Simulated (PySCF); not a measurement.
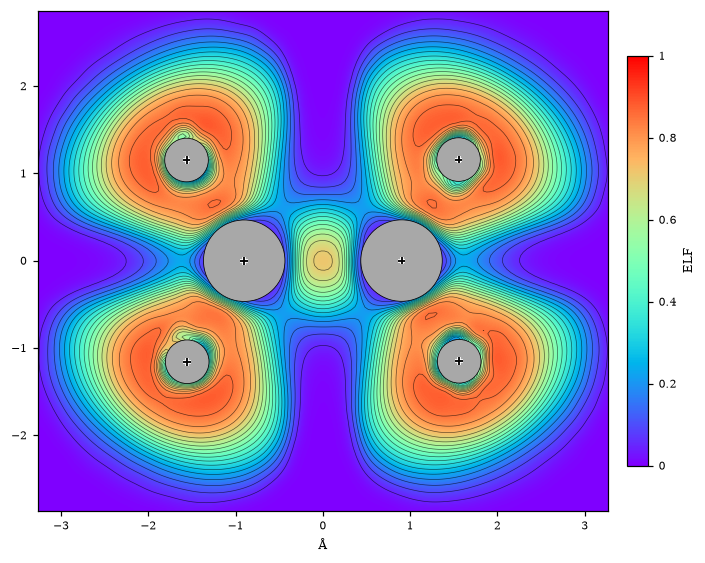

The ELF on a plane through atoms (crosses mark nuclei in the plane; grey discs cover the cores).

The calculation used PBE0/pcSseg-1, SCF density, gas phase, non-relativistic (PySCF 2.14.0).

Candidates:
A. C₈H₁₄OSi
B. B₂F₄H₂
C. C₇H₁₃AlO

### Which system is this?

Candidate B: B₂F₄H₂ on the plane of atoms B1, B5 and F7, which holds B and F. B–F (1.33 Å): the ELF peaks at about 0.85 between the atoms, as expected for a shared but strongly polarised pair. B–B (1.80 Å): the ELF peaks at about 0.70 between the atoms.
